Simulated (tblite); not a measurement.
# Run report: C$_{6}$H$_{9}$NOSi, geometry relaxation (part 3 of 3)

C$_{6}$H$_{9}$NOSi; GFN2-xTB geometry optimisation, gas phase (tblite 0.8.0). It belongs to a series of runs on one base structure; here: constitutional isomer.

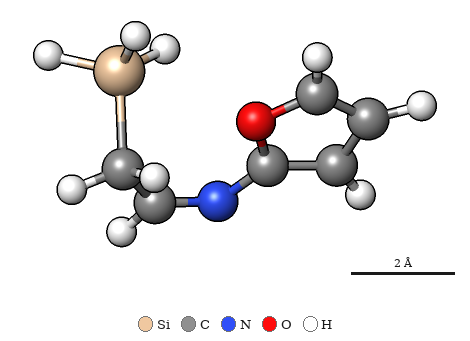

Figure 1. The geometry at step 168 of the log (ball-and-stick view, seen at a tilt).

## Trajectory as extended XYZ, continued
```
18
Properties=species:S:1:pos:R:3:forces:R:3 step=146 energy=-710.98042
Si    2.0173    0.7352    0.5328    0.0140   0.0150   0.0340
C     1.6716    0.0407   -1.2293   -0.0150  -0.0030   0.0250
C     1.0587   -1.3008   -1.1259   -0.0390   0.0070  -0.0060
N    -0.0753   -1.6143   -0.6363    0.0380  -0.0250   0.0250
C    -0.9502   -0.7326   -0.1026   -0.0140   0.0030  -0.0380
C    -2.1274   -1.0233    0.5443    0.0200  -0.0080   0.0480
C    -2.6851    0.2116    0.9358    0.0160   0.0000   0.0160
C    -1.8267    1.1725    0.4990    0.0200   0.0000   0.0240
O    -0.7721    0.6264   -0.1229    0.0200  -0.0110  -0.0240
H     1.5537   -0.2194    1.5390   -0.0150   0.0280   0.0130
H     1.4045    2.0459    0.7250    0.0020   0.0290  -0.0170
H     3.4704    0.8770    0.6494    0.0320  -0.0160   0.0050
H     2.5905   -0.0068   -1.8088   -0.0040  -0.0050  -0.0330
H     0.9851    0.7324   -1.7170    0.0130  -0.0400  -0.0310
H     1.6479   -2.1478   -1.4660   -0.0320   0.0310   0.0040
H    -2.5207   -1.9994    0.7344    0.0040  -0.0250  -0.0560
H    -3.5929    0.3666    1.4798   -0.0650  -0.0040  -0.0160
H    -1.8580    2.2423    0.5577    0.0060   0.0250   0.0270
18
Properties=species:S:1:pos:R:3:forces:R:3 step=153 energy=-710.99861
Si    2.0453    0.7764    0.5114    0.0250   0.0150  -0.0210
C     1.6458    0.0534   -1.2284   -0.0260  -0.0250  -0.0810
C     1.0749   -1.2987   -1.0780    0.0340  -0.0380   0.0160
N    -0.0566   -1.6289   -0.5937    0.0700   0.0060   0.0490
C    -0.9463   -0.7503   -0.0821   -0.0290   0.0270   0.0060
C    -2.1621   -1.0467    0.4860   -0.0380   0.0590  -0.0370
C    -2.7170    0.1843    0.8983   -0.0180   0.0030   0.0240
C    -1.8090    1.1456    0.5776    0.0610  -0.0530  -0.0630
O    -0.7358    0.6045   -0.0204    0.0300  -0.0220   0.0520
H     1.4749   -0.0622    1.5689    0.0240   0.0740  -0.0430
H     1.5816    2.1604    0.5846   -0.0130  -0.0120   0.0210
H     3.5090    0.7522    0.6415   -0.0520  -0.0130   0.0040
H     2.5353    0.0250   -1.8562   -0.0020  -0.0200   0.0520
H     0.9094    0.6933   -1.7116    0.0100   0.1070   0.0380
H     1.6985   -2.1317   -1.3782   -0.0080  -0.1000  -0.0360
H    -2.5852   -2.0249    0.5941    0.0140   0.0600  -0.0450
H    -3.6674    0.3443    1.3611   -0.0530  -0.0340   0.0710
H    -1.8042    2.2102    0.7132   -0.0290  -0.0340  -0.0060
18
Properties=species:S:1:pos:R:3:forces:R:3 step=161 energy=-711.00895
Si    2.0939    0.8074    0.4818    0.0190  -0.0200   0.0260
C     1.6433    0.0494   -1.2296   -0.0180   0.0080   0.0020
C     1.0839   -1.3035   -1.0452    0.0010   0.0030   0.0170
N    -0.0437   -1.6278   -0.5489    0.0060   0.0080   0.0070
C    -0.9481   -0.7516   -0.0594   -0.0180   0.0200   0.0210
C    -2.1955   -1.0527    0.4336   -0.0210   0.0120  -0.0060
C    -2.7609    0.1649    0.8675    0.0150   0.0040   0.0040
C    -1.8272    1.1261    0.6255    0.0190  -0.0330   0.0070
O    -0.7287    0.5978    0.0631   -0.0140  -0.0180   0.0040
H     1.4646    0.0784    1.5807    0.0110   0.0100  -0.0030
H     1.7267    2.2219    0.4974   -0.0100  -0.0060  -0.0050
H     3.5476    0.6646    0.6223   -0.0070   0.0170   0.0000
H     2.5192    0.0145   -1.8740   -0.0070   0.0040  -0.0100
H     0.8977    0.7012   -1.6850    0.0070  -0.0170  -0.0150
H     1.7040   -2.1462   -1.3330   -0.0010  -0.0010  -0.0050
H    -2.6328   -2.0281    0.4807    0.0060   0.0130  -0.0340
H    -3.7306    0.3077    1.2994    0.0130  -0.0020   0.0100
H    -1.8221    2.1825    0.8113   -0.0010  -0.0020  -0.0200
18
Properties=species:S:1:pos:R:3:forces:R:3 step=168 energy=-711.01003
Si    2.1063    0.8097    0.4809    0.0040  -0.0020  -0.0070
C     1.6375    0.0496   -1.2259   -0.0150   0.0080  -0.0060
C     1.0839   -1.3047   -1.0350    0.0010  -0.0040   0.0000
N    -0.0432   -1.6320   -0.5394    0.0030   0.0010   0.0010
C    -0.9508   -0.7560   -0.0548    0.0020   0.0080  -0.0010
C    -2.2047   -1.0533    0.4232    0.0050  -0.0030  -0.0010
C    -2.7651    0.1641    0.8633    0.0020  -0.0070  -0.0010
C    -1.8243    1.1210    0.6330    0.0070  -0.0050   0.0090
O    -0.7250    0.5902    0.0768   -0.0020  -0.0030  -0.0020
H     1.4814    0.0942    1.5908    0.0100   0.0030  -0.0100
H     1.7402    2.2251    0.4833   -0.0060  -0.0070   0.0060
H     3.5606    0.6670    0.6122   -0.0050   0.0100  -0.0020
H     2.5031    0.0181   -1.8850   -0.0030  -0.0010   0.0180
H     0.8836    0.6985   -1.6718    0.0070  -0.0120  -0.0070
H     1.7067   -2.1455   -1.3224    0.0030  -0.0060   0.0040
H    -2.6476   -2.0267    0.4490   -0.0050   0.0090  -0.0050
H    -3.7335    0.3090    1.2967   -0.0070   0.0020  -0.0060
H    -1.8176    2.1779    0.8133   -0.0010   0.0110   0.0110
18
Properties=species:S:1:pos:R:3:forces:R:3 step=175 energy=-711.01079
Si    2.0967    0.8114    0.4741    0.0020   0.0290   0.0100
C     1.6320    0.0470   -1.2311    0.0060  -0.0310   0.0040
C     1.0858   -1.3095   -1.0321    0.0020   0.0060   0.0190
N    -0.0406   -1.6353   -0.5337    0.0050   0.0200  -0.0160
C    -0.9476   -0.7547   -0.0544    0.0040  -0.0090   0.0020
C    -2.2036   -1.0491    0.4195   -0.0100  -0.0100  -0.0230
C    -2.7598    0.1677    0.8666    0.0000  -0.0110  -0.0130
C    -1.8145    1.1217    0.6439    0.0030   0.0020   0.0000
O    -0.7170    0.5900    0.0846    0.0060  -0.0150   0.0070
H     1.4899    0.0812    1.5833    0.0030  -0.0110   0.0070
H     1.7117    2.2218    0.4950   -0.0050  -0.0150  -0.0120
H     3.5535    0.6901    0.5997   -0.0050   0.0080  -0.0090
H     2.5009    0.0148   -1.8846    0.0110   0.0010  -0.0110
H     0.8764    0.6862   -1.6857   -0.0030   0.0160  -0.0010
H     1.7154   -2.1490   -1.3100   -0.0220   0.0020   0.0040
H    -2.6538   -2.0195    0.4271   -0.0010   0.0070   0.0230
H    -3.7287    0.3136    1.2988   -0.0010   0.0020  -0.0070
H    -1.8054    2.1780    0.8275    0.0050   0.0070   0.0170
18
Properties=species:S:1:pos:R:3:forces:R:3 step=183 energy=-711.01436
Si    2.0818    0.8345    0.4552    0.0130   0.0170  -0.0010
C     1.6315    0.0205   -1.2317    0.0180  -0.0200  -0.0140
C     1.0863   -1.3325   -1.0124   -0.0190  -0.0040  -0.0140
N    -0.0424   -1.6481   -0.5142   -0.0290  -0.0240  -0.0230
C    -0.9453   -0.7606   -0.0415    0.0100  -0.0150   0.0160
C    -2.2243   -1.0340    0.3799   -0.0050   0.0140   0.0250
C    -2.7584    0.1834    0.8519   -0.0110   0.0020   0.0110
C    -1.7782    1.1152    0.6977   -0.0090   0.0190  -0.0130
O    -0.6806    0.5701    0.1510    0.0060   0.0000   0.0080
H     1.5844    0.0442    1.5783   -0.0090   0.0150   0.0020
H     1.5921    2.2120    0.4853   -0.0030  -0.0290   0.0030
H     3.5479    0.8418    0.5297   -0.0070   0.0000  -0.0080
H     2.5020   -0.0224   -1.8825    0.0080   0.0040  -0.0030
H     0.8739    0.6449   -1.7048    0.0030   0.0220   0.0050
H     1.7036   -2.1810   -1.2903    0.0200   0.0230   0.0210
H    -2.7024   -1.9901    0.3508    0.0000  -0.0080  -0.0060
H    -3.7351    0.3454    1.2605   -0.0050  -0.0070  -0.0120
H    -1.7457    2.1630    0.9254    0.0180  -0.0100   0.0050
18
Properties=species:S:1:pos:R:3:forces:R:3 step=190 energy=-711.01537
Si    2.0889    0.8444    0.4435   -0.0040   0.0030  -0.0020
C     1.6265    0.0138   -1.2327    0.0050   0.0050  -0.0030
C     1.0841   -1.3384   -1.0011    0.0030   0.0040  -0.0060
N    -0.0456   -1.6569   -0.5065    0.0040  -0.0010   0.0050
C    -0.9483   -0.7686   -0.0340   -0.0030  -0.0020  -0.0060
C    -2.2380   -1.0307    0.3617   -0.0030   0.0020   0.0000
C    -2.7639    0.1865    0.8437   -0.0020   0.0040   0.0030
C    -1.7679    1.1066    0.7227   -0.0030   0.0030  -0.0010
O    -0.6686    0.5543    0.1860   -0.0030   0.0020   0.0020
H     1.6147    0.0591    1.5793   -0.0020   0.0020   0.0060
H     1.5779    2.2130    0.4712   -0.0030  -0.0060   0.0010
H     3.5550    0.8758    0.4963    0.0030  -0.0040  -0.0040
H     2.4930   -0.0321   -1.8890   -0.0010  -0.0040   0.0010
H     0.8672    0.6385   -1.7032   -0.0010   0.0000   0.0040
H     1.7132   -2.1831   -1.2627   -0.0020  -0.0010   0.0020
H    -2.7298   -1.9787    0.3050    0.0020  -0.0050   0.0010
H    -3.7472    0.3549    1.2334    0.0020  -0.0030  -0.0030
H    -1.7200    2.1480    0.9747    0.0070  -0.0020   0.0000
```

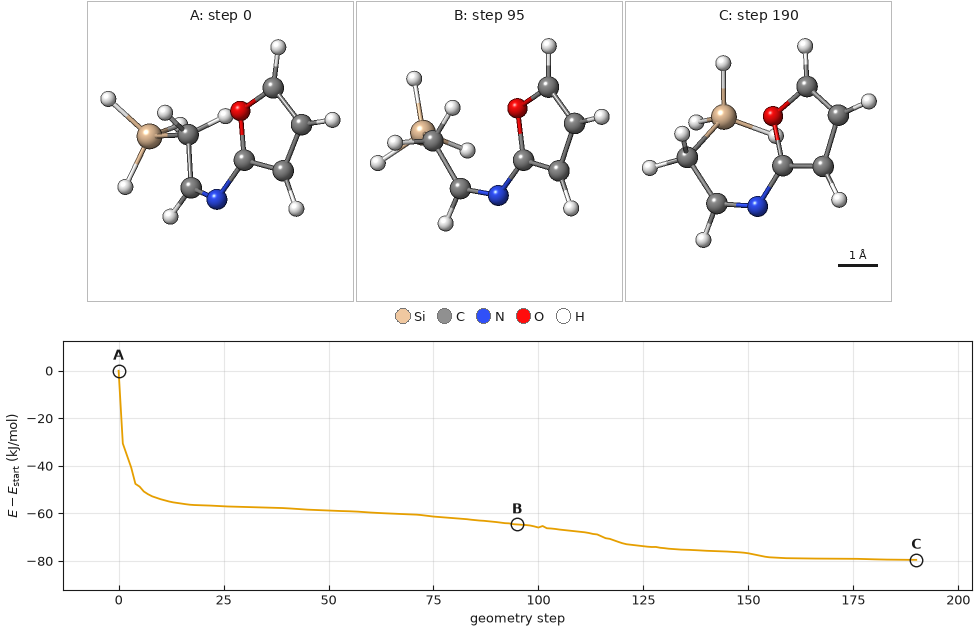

Figure 2. Frames of the relaxation (ball-and-stick view, seen at a tilt) above the curves, on which the letters mark them (steps are counted from 0).

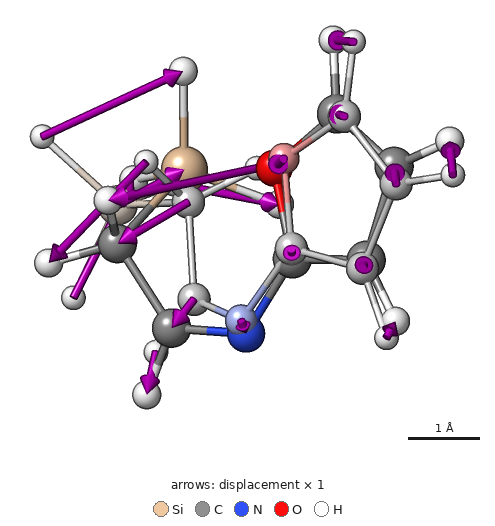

Figure 3. Start (faint) and end (solid) with the displacements as pink arrows, at true length (ball-and-stick view, seen at a tilt). The two geometries are laid on each other by the best rigid fit. H14 moves most after the best rigid fit: 2.60 Å. By element the largest moves are H 2.60 Å, Si 1.29 Å, C 1.25 Å, O 0.63 Å, N 0.24 Å. Distances before and after: C5–O9 1.294 → 1.370 Å, N4–C5 1.412 → 1.352 Å, Si1–C2 1.879 → 1.927 Å, C6–C7 1.379 → 1.411 Å. Among the angles that change: O9–C8–H18 127.8° → 117.2°, C7–C8–H18 123.7° → 131.9°, N4–C5–O9 131.3° → 123.7°. Over 190 geometry steps the energy falls by 79.5 kJ/mol. The largest force component goes from 3.7 to 0.007 eV/Å. (Atoms are counted from 1 in the order of the input.)

This output came from the following input.

## Input
```
{"job": {"kind": "relax", "xc": "GFN2-xTB", "basis": "xTB"}, "charge": 0, "multiplicity": 1}
Si     3.248400     0.524500     0.048700
C      1.378500     0.350800    -0.025300
C      1.068700    -1.042400    -0.444900
N     -0.146400    -1.485100    -0.545600
C     -1.205800    -0.620300    -0.195500
C     -2.497300    -1.097500     0.067000
C     -3.290700    -0.006900     0.355100
C     -2.456800     1.087200     0.255800
O     -1.253600     0.667100    -0.076900
H      3.749400     0.705800     1.422100
H      3.652100     1.678400    -0.750500
H      3.856800    -0.660600    -0.575400
H      1.038800     1.005400    -0.856800
H      0.883700     0.655000     0.907300
H      1.885900    -1.675400    -0.695300
H     -2.786000    -2.141100     0.062200
H     -4.352600    -0.045400     0.617800
H     -2.782000     2.106900     0.418300
```

The first line tells a small driver script what to run in tblite; the rest is the geometry in Å.

Run as:
```bash
OMP_NUM_THREADS=1 python <driver script> task.json out
```

## Summary

- outcome: converged
- total energy: −711.0154 eV
- hardware: 1 CPU thread, shared host
- wall time: 1.6 s
- peak memory: 0.18 GiB
